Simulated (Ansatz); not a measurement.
The compound is Rb₂CdSe₂O₆ (space group R-3m, No. 166), taken as the geometry relaxed with DFT, PAW plane waves, r2scan in Ansatz 0.2.0; the starting structure was generated, so it need not be a known form of this composition.

```xyz
33
Lattice="5.7563 0.0000 0.0000 -2.8782 4.9851 0.0000 0.0000 0.0000 19.7191" Properties=species:S:1:pos:R:3 pbc="T T T"
Rb    0.0000    0.0000   15.8400
Rb    0.0000    3.3234   17.0252
Cd    0.0000    0.0000    0.0000
Se    2.8782    1.6617   18.9336
Se    2.8782    1.6617   13.9316
O     4.2130    0.8911   18.2143
O     2.8782    3.2030   18.2143
O     1.5433    0.8911   18.2143
O     1.5433    2.4324   14.6509
O     4.2130    2.4324   14.6509
O     2.8782    0.1204   14.6509
Rb    2.8782    1.6617    2.6939
Rb    0.0000    0.0000    3.8791
Cd    2.8782    1.6617    6.5730
Se    0.0000    3.3234    5.7875
Se    0.0000    3.3234    0.7855
O     1.3348    2.5528    5.0682
O     0.0000    4.8648    5.0682
O    -1.3348    2.5528    5.0682
O    -1.3348    4.0941    1.5049
O     1.3348    4.0941    1.5049
O     0.0000    1.7821    1.5049
Rb    0.0000    3.3234    9.2670
Rb    2.8782    1.6617   10.4522
Cd    0.0000    3.3234   13.1461
Se    0.0000    0.0000   12.3606
Se    0.0000    0.0000    7.3586
O    -1.5433    4.2145   11.6412
O     0.0000    1.5413   11.6412
O     1.5433    4.2145   11.6412
O     4.4215    0.7707    8.0779
O     1.3348    0.7707    8.0779
O     2.8782    3.4438    8.0779
```

Describe how the polyhedra about Cd and Se are linked (bonds: Cd–O below 2.6 Å and O–Se below 1.9 Å).

Cd: CdO6 octahedron, sharing corners with six neighbours; Se: SeO3 trigonal pyramid, sharing corners with three neighbours.

They form layers of corner-sharing octahedra and trigonal pyramids parallel to (001). Their corner atoms also have Rb as close neighbours (those links are not drawn).

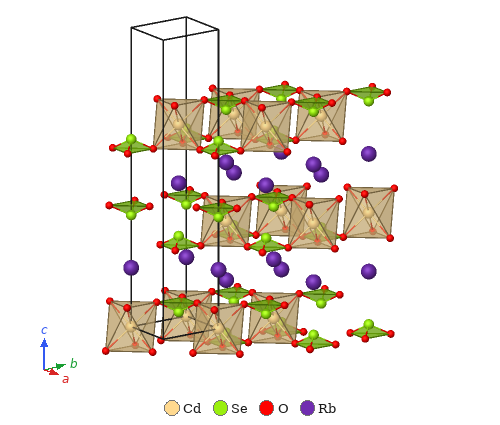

Polyhedra are drawn about Cd and Se (bonds: Cd–O below 2.6 Å and O–Se below 1.9 Å); other atoms are plain spheres.
